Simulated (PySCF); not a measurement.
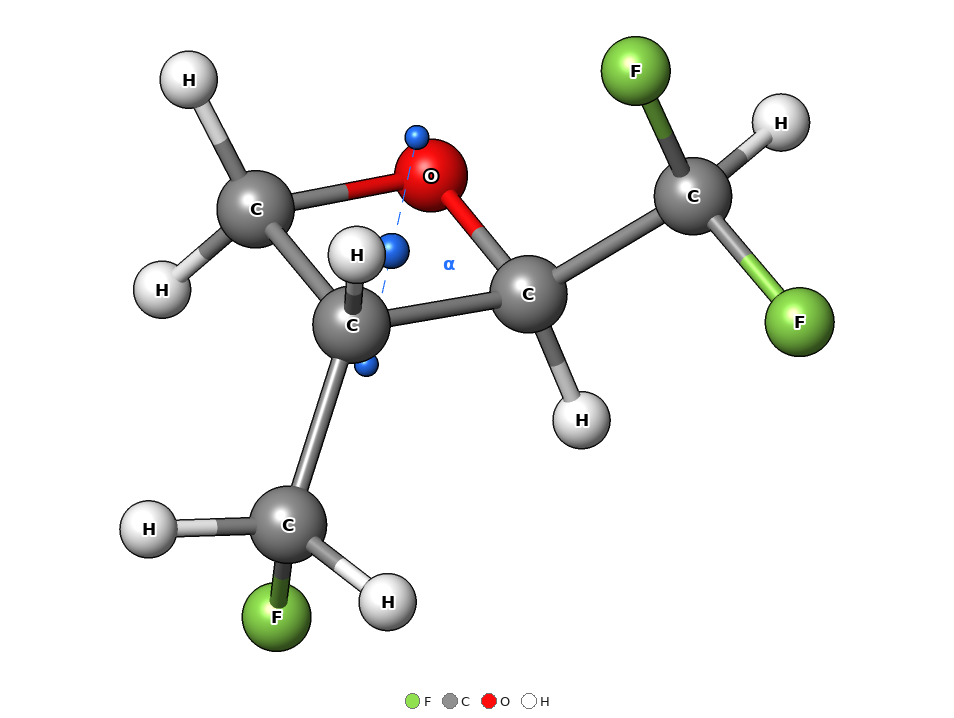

The small points mark where nucleus-independent chemical shifts (NICS) were computed: at the centre of each lettered ring and 1 Å above and below it. Computed geometry: GFN2-xTB optimisation. No frequency run is at hand to confirm it as a minimum. Method: GIAO PBE0/pcSseg-1 NMR shielding, non-relativistic, gas phase (PySCF 2.14.0).

Give NICS(0), NICS(1) and the out-of-plane component NICS(1)zz for each ring (means of the two sides).

| ring | members | NICS(0) | NICS(1) | NICS(1)zz |
| --- | --- | --- | --- | --- |
| α | C3O | −1.9 | 0.8 | 3.1 |

Values in ppm.
